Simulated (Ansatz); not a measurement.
# Si2As2O: a trial structure relaxed

Where does this trial cell of Si2As2O go when cell and atoms are let free?

Computed with Ansatz 0.2.0 (DFT PBE, scalar-relativistic, plane waves, PAW, unless a step's input says otherwise).

## 1. Starting point

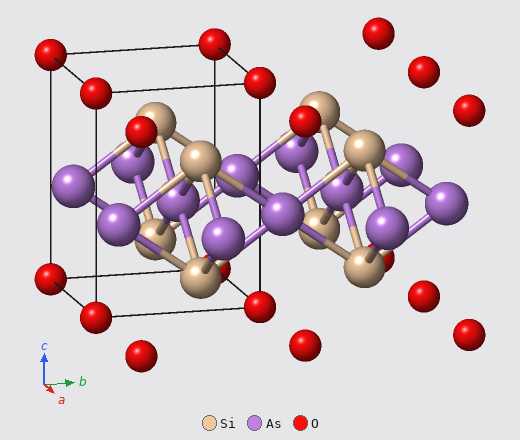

The starting structure, seen slightly off an axis (silicon light orange, arsenic purple, oxygen red). 2×2×1 cells are drawn. Atoms on the faces are drawn again on the opposite ones.

Structure file:

```
Si As O
1.0
     4.12989    0.00000    0.00000
     0.00000    4.12989    0.00000
     0.00000    0.00000    5.60207
Si As O
2 2 1
Direct
  0.50000 0.50000 0.24000
  0.50000 0.50000 0.76000
  0.00000 0.50000 0.50000
  0.50000 0.00000 0.50000
  0.00000 0.00000 0.00000
```

The cell is invented: species swapped into a database cell of CeMg2Si2 (P4/mmm, No. 123), with O on the Ce sites and As on the Mg sites. Its size is a rough estimate.

## 2. Probe: one point on a coarse mesh

input.yaml reads:

```yaml
crystal:
  lattice:
    - [4.12988712, 0.0, 0.0]
    - [0.0, 4.12988712, 0.0]
    - [0.0, 0.0, 5.60207029]
  atoms:
    - { symbol: Si, position: [0.5, 0.5, 0.23999999] }
    - { symbol: Si, position: [0.5, 0.5, 0.76000001] }
    - { symbol: As, position: [0.0, 0.5, 0.5] }
    - { symbol: As, position: [0.5, 0.0, 0.5] }
    - { symbol: O, position: [0.0, 0.0, 0.0] }
basis:
  ecutwfc: 420
kpoints:
  mp_grid: { grid: [4, 4, 4] }
hamiltonian:
  xc: pbe
scf:
  occupations: { method: gaussian, width: 0.1 }
  lower_state_search: "off"
output:
  forces: true
  stress: true
  eigenvalues: true
```

Launch:

```sh
$ ansatz run input.yaml --threads 1 --pin off --max-ram 2560MiB --backend cpu --events-out ev --progress --plain --runs-dir out
```

Output, cut to the lines that bear on the results:

```text
[...]
SCF converged after 8 iterations
Free energy (F): -11544.553232 eV
[...]
E sigma→0 (E₀):  -11544.538185 eV
Entropy (-TS):   -0.030094 eV (-6.019 meV/atom)
Fermi energy:    7.079120 eV
[...]
--- Forces (eV/Å), atoms counted from 1 ---
  atom   1  Si     0.00000000     0.00000000    -2.13710300
  atom   2  Si     0.00000000     0.00000000     2.13710300
  atom   3  As     0.00000000     0.00000000     0.00000000
  atom   4  As     0.00000000     0.00000000     0.00000000
  atom   5  O      0.00000000    -0.00000000     0.00000000
[...]
--- Stress (GPa, compression-positive) ---
        1.478908       0.000000       0.000000
        0.000000       1.478908       0.000000
        0.000000       0.000000      -3.789227
  P = ⅓ Tr σ = -0.2771 GPa (-2.771 kbar)
--- Band table (eV; the first three rows and the last of 18) ---
  k-point 0: bands = ["-28.9139", "-28.9050", "-28.8759", "-28.8437", "-28.8276", "-28.8276", "-28.8004", "-28.8004", "-28.7963", "-28.7689", "-8.2087", "-7.2411", "-1.4131", "-0.5379", "1.2541", "1.6947", "1.6947", "5.4976", "6.5443", "6.5443", "6.7420", "7.0342", "8.2826", "8.2826", [...]
[...]
```

It took 4.6 s on 1 thread of Intel Xeon at 2.50GHz (Skylake/Cascade Lake), shared host; peak memory 0.38 GiB.

Read-out: pressure -0.3 GPa, largest force 2.14 eV/Å, gap on this mesh none (metal). A guess like this is first relaxed loosely on the coarse mesh.

## 3. Coarse relaxation

Edit input.yaml of step 2 so:

```diff
@@ -24 +24,6 @@
   eigenvalues: true
+relax:
+  adjacent_minimum: "off"
+  f_tol: 0.04
+  max_steps: 70
+  cell: { stress_tol: 0.4 }
```

Launch:

```sh
$ ansatz run input.yaml --threads 1 --pin off --max-ram 2560MiB --backend cpu --events-out ev --progress --plain --runs-dir out
```

Output:

```text
Warning: RAYON_NUM_THREADS=1 ignored (pool sized by the plan → 1); use --threads N
Engine: ansatz 0.2.0, x86_64-unknown-linux-gnu
Pseudopotentials: kind: paw
Pseudopotential: Si, paw, valence charge 4, recommended cutoff 420 eV (normal), Si.paw.azcp
Pseudopotential: As, paw, valence charge 15, recommended cutoff 420 eV (normal), As.paw.azcp
Pseudopotential: O, paw, valence charge 6, recommended cutoff 420 eV (normal), O.paw.azcp
Functional definition: PBE
  parameter kappa = 0.804
  parameter beta = 0.06672455060314922
  exchange = pbe_x(kappa = kappa, mu = beta*pi^2/3)
  correlation = pbe_c(beta = beta)
Crystal: 5 atoms, lattice volume = 95.549 Å³
Basis set: ecut = 420 eV, 1867 PW (Γ), exchange–correlation on 60×60×80 points (8 copies of the dense FFT grid, shifted against one another)
Bands: 27, of which v1, the nominal top of the filled ones, is band 22 counted from 1 (21 counted from 0)
Symmetry: 16 space group operations
Space group: P4/mmm (ITA 123), of the structure as read, at distance tolerance 4.6e-5 Å
k-points: 18 of 64
Non-local potential: Si, projectors of the file, l = 0: 2, l = 1: 2, l = 2: 2
Non-local potential: As, projectors of the file, l = 0: 2, l = 1: 2, l = 2: 3, l = 3: 1
Non-local potential: O, projectors of the file, l = 0: 2, l = 1: 2, l = 2: 1
PAW form: soft (Blöchl's): semilocal exchange-correlation on the pseudo side does not see the compensation charge
PAW one-centre angular grid: Si, 110 points (default); XC on 64 Gauss nodes
PAW one-centre angular grid: As, 590 points (default); XC on 64 Gauss nodes
PAW one-centre angular grid: O, 110 points (default); XC on 64 Gauss nodes
Initial density: superposition of atomic densities (neutral atoms: chi_scale 0, normalization atom), corrected by the library's trained network
Initial wavefunctions: pseudopotential atomic-orbital guess
Functional: x = pbe(κ = 0.804, μ = 0.2195149727645171), c = pbe(β = 0.06672455060314922)
SCF iter   1: F=—  HF=-11544.568039 eV  |F-HF|=—  |Δ(HF+E_count)|=         —  Δρ=8.62e-3  dr2=9.54e-2  ethr=1.77e-3  ⟨swp⟩=6.1  Hψ=2178  notcnv=0
preconditioner: auto → Kerker (q_TF=auto, 2.398 Å⁻¹)  [metal: Δε(μ)=0.017 eV  Ē_g=7.804 eV  σ=0.100 eV  W_gap=0.09  n_scr=20 (ndim 8)  ℏωp=18.6 eV  f_vac=0.003  D(μ)=5.02/eV (n_scr^D=40)]
SCF iter   2: F=—  HF=-11544.558067 eV  |F-HF|=—  |Δ(HF+E_count)|=   9.97e-3  Δρ=3.77e-3  dr2=2.42e-2  ethr=2.17e-4  ⟨swp⟩=1.0  Hψ=630  notcnv=0
SCF iter   3: F=—  HF=-11544.553526 eV  |F-HF|=—  |Δ(HF+E_count)|=   4.54e-3  Δρ=9.27e-4  dr2=1.41e-3  ethr=5.49e-5  ⟨swp⟩=2.0  Hψ=548  notcnv=0
SCF iter   4: F=—  HF=-11544.553246 eV  |F-HF|=—  |Δ(HF+E_count)|=   2.81e-4  Δρ=2.78e-4  dr2=9.34e-5  ethr=3.20e-6  ⟨swp⟩=2.1  Hψ=861  notcnv=0  defer=2
SCF iter   5: F=—  HF=-11544.553218 eV  |F-HF|=—  |Δ(HF+E_count)|=   2.81e-5  Δρ=1.66e-4  dr2=2.34e-5  ethr=2.12e-7  ⟨swp⟩=2.0  Hψ=749  notcnv=0  defer=2
SCF iter   6: F=—  HF=-11544.553231 eV  |F-HF|=—  |Δ(HF+E_count)|=   1.35e-5  Δρ=4.44e-5  dr2=1.42e-6  ethr=5.33e-8  ⟨swp⟩=2.4  Hψ=784  notcnv=0  defer=2
SCF iter   7: F=—  HF=-11544.553232 eV  |F-HF|=—  |Δ(HF+E_count)|=   1.08e-6  Δρ=1.65e-5  dr2=1.15e-7  ethr=3.22e-9  ⟨swp⟩=2.3  Hψ=715  notcnv=0  defer=2
SCF iter   8: F=-11544.553232 eV  HF=-11544.553232 eV  |F-HF|=4.56e-9  |Δ(HF+E_count)|=   4.37e-8  Δρ=2.38e-6  dr2=4.39e-9  ethr=2.27e-10  ⟨swp⟩=6.2  Hψ=1881  notcnv=0
SCF 1 converged in 8 iterations: F = -11544.553232 eV  dr2 = 4.39e-9
relax step   1: F+E_penalty+E_count = -11544.55323221 eV  Δ(F+E_penalty+E_count) = +0.000e0 eV  max|allowed force component| = 2.137e0 eV/Å  Δτ_max = 0.0000 Å  P = -0.277 GPa  Ω = 95.549 Å³  (8 SCF iters, dr2 threshold 1.00e-7 eV, accepted)
Crystal: 5 atoms, lattice volume = 89.519 Å³
Basis set: ecut = 420 eV, 1761 PW (Γ), exchange–correlation on 60×60×80 points (8 copies of the dense FFT grid, shifted against one another)
Initial density: handed on by an earlier stage of this run
Initial wavefunctions: those handed on with the density
iter 1 solved again at ethr=8.06e-4 eV; its pass at ethr=3.10e-3 eV (dr2=3.54e-1 eV) is discarded
SCF iter   1: F=—  HF=-11545.102381 eV  |F-HF|=—  |Δ(HF+E_count)|=         —  Δρ=1.58e-2  dr2=3.68e-1  ethr=8.06e-4  ⟨swp⟩=1.0  Hψ=2762  notcnv=0
preconditioner: auto → Kerker (q_TF=auto, 2.424 Å⁻¹)  [metal: Δε(μ)=0.099 eV  Ē_g=7.895 eV  σ=0.100 eV  W_gap=0.47  n_scr=20 (ndim 8)  ℏωp=19.2 eV  f_vac=0.000  D(μ)=4.70/eV (n_scr^D=40)]
SCF iter   2: F=—  HF=-11545.044277 eV  |F-HF|=—  |Δ(HF+E_count)|=   5.81e-2  Δρ=9.33e-3  dr2=1.39e-1  ethr=8.06e-4  ⟨swp⟩=1.4  Hψ=497  notcnv=0
SCF iter   3: F=—  HF=-11545.012615 eV  |F-HF|=—  |Δ(HF+E_count)|=   3.17e-2  Δρ=1.30e-3  dr2=1.72e-3  ethr=3.17e-4  ⟨swp⟩=2.3  Hψ=712  notcnv=0  defer=1
SCF iter   4: F=—  HF=-11545.010938 eV  |F-HF|=—  |Δ(HF+E_count)|=   1.68e-3  Δρ=9.23e-4  dr2=8.18e-4  ethr=3.90e-6  ⟨swp⟩=2.0  Hψ=950  notcnv=0  defer=1
SCF iter   5: F=—  HF=-11545.010894 eV  |F-HF|=—  |Δ(HF+E_count)|=   4.39e-5  Δρ=2.19e-4  dr2=7.85e-5  ethr=1.86e-6  ⟨swp⟩=1.4  Hψ=525  notcnv=0  defer=1
SCF iter   6: F=—  HF=-11545.010899 eV  |F-HF|=—  |Δ(HF+E_count)|=   4.69e-6  Δρ=7.37e-5  dr2=7.63e-6  ethr=1.79e-7  ⟨swp⟩=1.9  Hψ=536  notcnv=0  defer=1
SCF iter   7: F=-11545.010901 eV  HF=-11545.010901 eV  |F-HF|=1.70e-7  |Δ(HF+E_count)|=   1.98e-6  Δρ=1.39e-5  dr2=2.53e-7  ethr=1.14e-9  ⟨swp⟩=5.6  Hψ=2320  notcnv=0
SCF 2 converged in 7 iterations: F = -11545.010901 eV  dr2 = 2.53e-7
relax step   2: F+E_penalty+E_count = -11545.01090111 eV  Δ(F+E_penalty+E_count) = -4.577e-1 eV  max|allowed force component| = 3.686e-1 eV/Å  Δτ_max = 0.1770 Å  P = -0.512 GPa  Ω = 89.519 Å³  energy of the carried Pulay correction = +5.537e-3 eV  (7 SCF iters, dr2 threshold 5.00e-7 eV, accepted)
Crystal: 5 atoms, lattice volume = 86.578 Å³
Basis set: ecut = 420 eV, 1715 PW (Γ), exchange–correlation on 60×60×80 points (8 copies of the dense FFT grid, shifted against one another)
iter 1 solved again at ethr=1.48e-4 eV; its pass at ethr=3.10e-3 eV (dr2=6.50e-2 eV) is discarded
SCF iter   1: F=—  HF=-11545.440437 eV  |F-HF|=—  |Δ(HF+E_count)|=         —  Δρ=7.45e-3  dr2=6.76e-2  ethr=1.48e-4  ⟨swp⟩=1.1  Hψ=2633  notcnv=0
preconditioner: auto → Kerker (q_TF=auto, 2.437 Å⁻¹)  [metal: Δε(μ)=0.027 eV  Ē_g=8.149 eV  σ=0.100 eV  W_gap=0.15  n_scr=20 (ndim 8)  ℏωp=19.6 eV  f_vac=0.000  D(μ)=2.93/eV (n_scr^D=20)]
SCF iter   2: F=—  HF=-11545.432903 eV  |F-HF|=—  |Δ(HF+E_count)|=   7.53e-3  Δρ=3.64e-3  dr2=2.38e-2  ethr=1.48e-4  ⟨swp⟩=1.0  Hψ=486  notcnv=0
SCF iter   3: F=—  HF=-11545.429033 eV  |F-HF|=—  |Δ(HF+E_count)|=   3.87e-3  Δρ=7.93e-4  dr2=1.81e-3  ethr=5.42e-5  ⟨swp⟩=2.3  Hψ=626  notcnv=0
SCF iter   4: F=—  HF=-11545.428687 eV  |F-HF|=—  |Δ(HF+E_count)|=   3.46e-4  Δρ=3.07e-4  dr2=1.93e-4  ethr=4.12e-6  ⟨swp⟩=2.0  Hψ=849  notcnv=0
SCF iter   5: F=—  HF=-11545.428594 eV  |F-HF|=—  |Δ(HF+E_count)|=   9.29e-5  Δρ=1.47e-4  dr2=4.31e-5  ethr=4.38e-7  ⟨swp⟩=2.3  Hψ=835  notcnv=0
SCF iter   6: F=—  HF=-11545.428590 eV  |F-HF|=—  |Δ(HF+E_count)|=   3.91e-6  Δρ=3.84e-5  dr2=2.15e-6  ethr=9.80e-8  ⟨swp⟩=2.0  Hψ=618  notcnv=0
SCF iter   7: F=-11545.428591 eV  HF=-11545.428591 eV  |F-HF|=4.09e-8  |Δ(HF+E_count)|=   3.12e-7  Δρ=9.98e-6  dr2=1.23e-7  ethr=1.14e-9  ⟨swp⟩=6.4  Hψ=2070  notcnv=0
SCF 3 converged in 7 iterations: F = -11545.428591 eV  dr2 = 1.23e-7
relax step   3: F+E_penalty+E_count = -11545.42859058 eV  Δ(F+E_penalty+E_count) = -4.177e-1 eV  max|allowed force component| = 6.299e-1 eV/Å  Δτ_max = 0.0577 Å  P = +0.128 GPa  Ω = 86.578 Å³  energy of the carried Pulay correction = +8.370e-3 eV  (7 SCF iters, dr2 threshold 5.00e-7 eV, accepted)
[... from here on, the SCF cycles and remarks between the steps are left out ...]
relax step   4: F+E_penalty+E_count = -11545.69565169 eV  Δ(F+E_penalty+E_count) = -2.671e-1 eV  max|allowed force component| = 1.279e0 eV/Å  Δτ_max = 0.0139 Å  P = -0.366 GPa  Ω = 86.119 Å³  energy of the carried Pulay correction = +8.821e-3 eV  (7 SCF iters, dr2 threshold 5.00e-7 eV, accepted)
relax step   5: F+E_penalty+E_count = -11546.17851736 eV  Δ(F+E_penalty+E_count) = -4.829e-1 eV  max|allowed force component| = 5.278e-1 eV/Å  Δτ_max = 0.1001 Å  P = +0.503 GPa  Ω = 83.607 Å³  energy of the carried Pulay correction = +1.133e-2 eV  (7 SCF iters, dr2 threshold 5.00e-7 eV, accepted)
relax step   6: F+E_penalty+E_count = -11546.28854075 eV  Δ(F+E_penalty+E_count) = -1.100e-1 eV  max|allowed force component| = 3.504e-1 eV/Å  Δτ_max = 0.0038 Å  P = +2.445 GPa  Ω = 82.175 Å³  energy of the carried Pulay correction = +1.279e-2 eV  (8 SCF iters, dr2 threshold 5.00e-7 eV, accepted)
relax step   7: F+E_penalty+E_count = -11546.27466369 eV  Δ(F+E_penalty+E_count) = +1.388e-2 eV  max|allowed force component| = 2.654e-2 eV/Å  Δτ_max = 0.0154 Å  P = -2.928 GPa  Ω = 87.317 Å³  energy of the carried Pulay correction = +7.650e-3 eV  (6 SCF iters, dr2 threshold 5.00e-7 eV, rejected (line search))
relax step   8: F+E_penalty+E_count = -11546.30732486 eV  Δ(F+E_penalty+E_count) = -1.878e-2 eV  max|allowed force component| = 2.985e-2 eV/Å  Δτ_max = 0.0135 Å  P = +0.176 GPa  Ω = 84.173 Å³  energy of the carried Pulay correction = +1.076e-2 eV  (7 SCF iters, accepted)
relax step   9: F+E_penalty+E_count = -11546.33404778 eV  Δ(F+E_penalty+E_count) = -2.672e-2 eV  max|allowed force component| = 2.725e-2 eV/Å  Δτ_max = 0.0000 Å  P = +0.521 GPa  Ω = 84.173 Å³  stress off target by 1.35e0 GPa  SCF on the basis re-selected at this cell (its energy is not comparable with the rows above)  (6 SCF iters)
relax step  10: F+E_penalty+E_count = -11546.33638402 eV  Δ(F+E_penalty+E_count) = -2.336e-3 eV  max|allowed force component| = 6.700e-3 eV/Å  Δτ_max = 0.0020 Å  P = +0.047 GPa  Ω = 84.704 Å³  energy of the carried Pulay correction = -5.493e-4 eV  (6 SCF iters, dr2 threshold 5.00e-7 eV, accepted)
iter 1 solved again at ethr=6.59e-8 eV; its pass at ethr=3.10e-3 eV (dr2=2.90e-5 eV) is discarded
SCF iter   1: F=—  HF=-11546.337130 eV  |F-HF|=—  |Δ(HF+E_count)|=         —  Δρ=5.18e-5  dr2=2.47e-7  ethr=6.59e-8  ⟨swp⟩=3.0  Hψ=3403  notcnv=0
preconditioner: auto → none  [insulator: Δε(μ)=0.217 eV  Ē_g=8.510 eV  σ=0.100 eV  W_gap=0.85  n_scr=16 (ndim 8)  ℏωp=19.8 eV  f_vac=0.000  D(μ)=1.06/eV (n_scr^D=2)  ε∞_Penn≈6.4]
SCF iter   2: F=—  HF=-11546.337024 eV  |F-HF|=—  |Δ(HF+E_count)|=   1.06e-4  Δρ=2.46e-5  dr2=3.81e-8  ethr=5.62e-10  ⟨swp⟩=2.0  Hψ=702  notcnv=0
SCF iter   3: F=—  HF=-11546.337027 eV  |F-HF|=—  |Δ(HF+E_count)|=   2.35e-6  Δρ=5.12e-6  dr2=5.29e-9  ethr=8.67e-11  ⟨swp⟩=2.0  Hψ=702  notcnv=0
iter 4 did not close the SCF: its close was put off for the readings that it lacked (scf_convergence_deferred on its scf_iter line)
SCF iter   4: F=-11546.337027 eV  HF=-11546.337027 eV  |F-HF|=5.71e-9  |Δ(HF+E_count)|=   9.75e-8  Δρ=1.22e-6  dr2=1.63e-10  ethr=1.20e-11  ⟨swp⟩=2.0  Hψ=702  notcnv=0
iter 5 did not close the SCF: its close was put off for the readings that it lacked (scf_convergence_deferred on its scf_iter line)
SCF iter   5: F=-11546.337027 eV  HF=-11546.337027 eV  |F-HF|=1.82e-11  |Δ(HF+E_count)|=   5.74e-9  Δρ=1.27e-7  dr2=3.72e-12  ethr=1.00e-12  ⟨swp⟩=2.0  Hψ=695  notcnv=0
SCF iter   6: F=-11546.337027 eV  HF=-11546.337027 eV  |F-HF|=0.00e0  |Δ(HF+E_count)|=  2.18e-11  Δρ=2.33e-8  dr2=2.90e-13  ethr=1.00e-12  ⟨swp⟩=1.4  Hψ=1070  notcnv=0
SCF 11 converged in 6 iterations: F = -11546.337027 eV  dr2 = 2.90e-13
relax step  11: F+E_penalty+E_count = -11546.33702670 eV  Δ(F+E_penalty+E_count) = -6.427e-4 eV  max|allowed force component| = 6.901e-3 eV/Å  Δτ_max = 0.0000 Å  P = +0.058 GPa  Ω = 84.704 Å³  stress off target by 1.43e-1 GPa  SCF on the basis re-selected at this cell (its energy is not comparable with the rows above)  (6 SCF iters)
basis re-selected at this cell: Δ(F+E_penalty+E_count) = -6.427e-4 eV, ΔP = +0.012 GPa vs the last step (what re-selecting the basis moved, of the pressure what is left beyond the Pulay correction that the steps carried, after the strain that the cell walked since its last selection, with what the two solves' SCF thresholds leave and, on support functions, any second-order correction that the steps lacked; it is no measure of the basis error at this ecutwfc). This SCF's stress stands 1.43e-1 GPa from its target on what of the cell is left free (relax.cell.stress_tol is 4.00e-1 GPa) and its largest allowed force component is 6.90e-3 eV/Å (relax.f_tol is 4.00e-2 eV/Å): within both
SCF converged after 6 iterations
Free energy (F): -11546.337027 eV
Harris-Foulkes:  -11546.337027 eV  (|F-HF|=0.00e0)
Internal energy: -11546.331703 eV  (E = F + TS)
E sigma→0 (E₀):  -11546.334365 eV
Entropy (-TS):   -0.005324 eV (-1.065 meV/atom)
Fermi energy:    9.023497 eV
--- Per-component energies (eV) ---
  E_band       = -472.659145
  E_kinetic    = 451.310969
  E_local      = -5057.752934  (includes V_loc(G=0)·N_el)
  E_nonlocal   = -1240.956929
  E_hartree    = 2645.368196
  E_xc         = -341.369130
  E_vxc        = -344.198855  (∫ρ·V_xc dr)
  E_paw        = -4849.717891  (= ΣΔE_a)
  E_vpaw       = 428.199905  (= ΣTr[D̂ρ^β])
  E_aug_tail   = 0.002283  (compensation charges beyond the density's cutoff)
  E_ewald      = -3153.216267
  E_smearing   = -0.005324  (= −TS)
  E_closure    = -0.000000  (closes the sum)
  Σ components = -11546.337027   (vs F -11546.337027, Δ=0.00e0)
--- Forces (eV/Å), atoms counted from 1 ---
  atom   1  Si     0.00000000     0.00000000    -0.00690073
  atom   2  Si    -0.00000000     0.00000000     0.00690073
  atom   3  As     0.00000000     0.00000000     0.00000000
  atom   4  As     0.00000000    -0.00000000     0.00000000
  atom   5  O     -0.00000000     0.00000000     0.00000000
  max |Σ_I F_I| component: 8.67e-19 eV/Å
--- Stress (GPa, compression-positive) ---
        0.015941      -0.000000       0.000000
       -0.000000       0.015941       0.000000
        0.000000       0.000000       0.143039
  P = ⅓ Tr σ = 0.0583 GPa (0.583 kbar)
--- Band table (eV; the first three rows and the last of 18) ---
  k-point 0: bands = ["-27.3180", "-27.2466", "-27.1712", "-27.1624", "-27.1624", "-27.1357", "-27.1085", "-27.1085", "-27.0780", "-27.0687", "-7.3581", "-6.3437", "0.2146", "1.2942", "2.7734", "4.5492", "4.5492", "7.1512", "7.1512", "7.4620", "8.5035", "10.2553", "10.3047", "11.3629", "11.3629", "11.7452", "12.4632"]
  k-point 1: bands = ["-27.3180", "-27.2466", "-27.1712", "-27.1624", "-27.1624", "-27.1357", "-27.1085", "-27.1085", "-27.0780", "-27.0687", "-7.3109", "-6.4101", "-0.1545", "2.2067", "2.7765", "4.5826", "4.5826", "6.0978", "7.0328", "7.0328", "8.2217", "10.1587", "11.1095", "11.3720", "11.3720", "12.8005", "12.8147"]
  k-point 2: bands = ["-27.3180", "-27.2466", "-27.1712", "-27.1624", "-27.1624", "-27.1357", "-27.1085", "-27.1085", "-27.0780", "-27.0687", "-7.2560", "-6.4841", "-0.3609", "2.7797", "3.8161", "4.1336", "4.6181", "4.6181", "6.9182", "6.9182", "8.1318", "10.0696", "11.3789", "11.3789", "11.4928", "13.2128", "13.2128"]
  k-point 17: bands = ["-27.2402", "-27.2402", "-27.1820", "-27.1820", "-27.1795", "-27.1553", "-27.1162", "-27.0958", "-27.0808", "-27.0808", "-6.8897", "-2.0234", "-2.0234", "-0.2230", "1.2751", "2.0992", "4.2430", "4.2430", "7.2240", "7.4538", "7.4538", "7.5264", "7.6159", "10.4772", "10.4772", "12.4936", "13.3233"]
--- Relaxed structure (9 steps of the walk, 8 accepted, 2 SCFs on fresh bases) ---
  F+E_penalty+E_count = -11546.33702670 eV   max|allowed force component| = 6.901e-3 eV/Å   (the final SCF, on the basis selected at the relaxed cell)
  cell:  # Å, volume = 84.7039 Å³
    - [3.6088179420932343, 2.1095287187944158e-33, 0.0]
    - [7.176747187651105e-34, 3.6088179420932343, 0.0]
    - [0.0, 0.0, 6.503894065480377]
  atoms:
    - { symbol: Si, position: [0.49999999999999994, 0.49999999999999994, 0.17927096228674658] }
    - { symbol: Si, position: [0.49999999999999994, 0.49999999999999994, 0.8207290377132536] }
    - { symbol: As, position: [-2.0038030070393265e-36, 0.49999999999999994, 0.5] }
    - { symbol: As, position: [0.49999999999999994, -3.096786465424441e-36, 0.5] }
    - { symbol: O, position: [1.9582620296065953e-35, 2.9146225556935373e-36, -2.4772605642930013e-19] }
```

It took 76 s on 1 thread of Intel Xeon at 2.50GHz (Skylake/Cascade Lake), shared host; peak memory 0.41 GiB.

The steps of the relaxation:

| step | E - E(step 1) (eV/cell) | largest force component (eV/Å) | pressure (GPa) | volume (Å³) |
| --- | --- | --- | --- | --- |
| 1 | 0.0000 | 2.1371 | -0.28 | 95.55 |
| 2 | -0.4577 | 0.3686 | -0.51 | 89.52 |
| 3 | -0.8754 | 0.6299 | 0.13 | 86.58 |
| 4 | -1.1424 | 1.2793 | -0.37 | 86.12 |
| 5 | -1.6253 | 0.5278 | 0.50 | 83.61 |
| 6 | -1.7353 | 0.3504 | 2.44 | 82.17 |
| 7 | -1.7214 | 0.0265 | -2.93 | 87.32 |
| 8 | -1.7541 | 0.0299 | 0.18 | 84.17 |
| 9 | -1.7808 | 0.0273 | 0.52 | 84.17 |
| 10 | -1.7832 | 0.0067 | 0.05 | 84.70 |
| 11 | -1.7838 | 0.0069 | 0.06 | 84.70 |

Step 1 is the start. Steps 9, 11 each repeat the geometry before them on a plane-wave basis chosen anew, so the energy can jump there without any move. Step 7 was tried and not accepted.

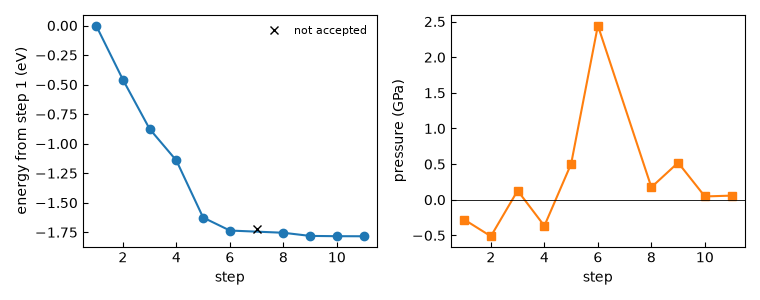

Energy and pressure along the relaxation.

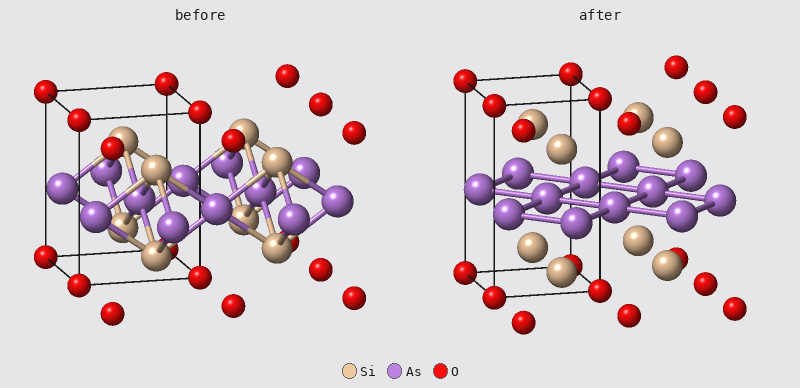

The structure before (left) and after (right) the relaxation, drawn at the same scale.

|  | before | after | change |
| --- | --- | --- | --- |
| a (Å) | 4.130 | 3.609 | -12.6 % |
| b (Å) | 4.130 | 3.609 | -12.6 % |
| c (Å) | 5.602 | 6.504 | +16.1 % |
| volume (Å³/atom) | 19.11 | 16.94 | -11.4 % |
| shortest distance (Å) | 2.527 | 2.332 | -7.7 % |
| space group (0.01 Å) | P4/mmm | P4/mmm | same |

The run keeps the 16 symmetry operations of the start, so it could not have lowered the symmetry.

[end of part 1 of 2]
